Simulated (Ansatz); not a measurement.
Relaxed BP (zinc blende):

```xyz
4
Lattice="0.0000 4.5483 4.5483 2.2741 2.2741 4.5483 2.2741 2.2741 0.0000" Properties=species:S:1:pos:R:3 pbc="T T T"
P      3.4112     7.9595     7.9595
P      3.4112     5.6854     5.6854
B      0.0000     0.0000     0.0000
B      2.2741     4.5483     2.2741
```

A phonon eigenvector at X = (0.5, 0.5, 0.0) is frozen into this cell: atom i moves by Q times the vector below, so Q is the largest atomic displacement, in Å. The cell is held. (q is in reciprocal vectors of the primitive cell; the cell shown is doubled to hold the pattern.)

```json
[
 {"atom": "P1", "x": "0.000", "y": "0.000", "z": "1.000"},
 {"atom": "P2", "x": "0.000", "y": "0.000", "z": "-1.000"}
]
```

Atoms not listed stay in place.

Calculation: PBE (plane waves to 420 eV, PAW, scalar-relativistic; Ansatz, a program for electronic structure). k mesh 12×12×12 (Γ-centred), Fermi-Dirac smearing 0.05 eV. Energies are smeared free energies. BP was relaxed with its symmetry unable to fall. The PAW data are Ansatz's earlier set. The zero of ΔE is the undisplaced structure.

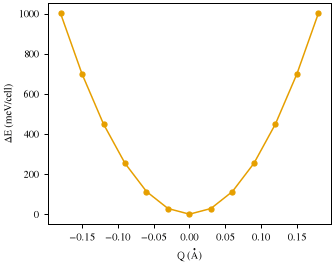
Figure. ΔE (meV/cell) against Q (Å); markers are the computed points, lines only join them.

Question: What is the energy change at Q = 0.180 Å?

Answer: About 1000 meV/cell.

Question: What harmonic wavenumber does the curvature at Q = 0 give?

Answer: About 530 cm⁻¹.

(For displaced atoms, the force is minus the slope of the energy, and its curvature is a force constant, which sets phonon frequencies.)
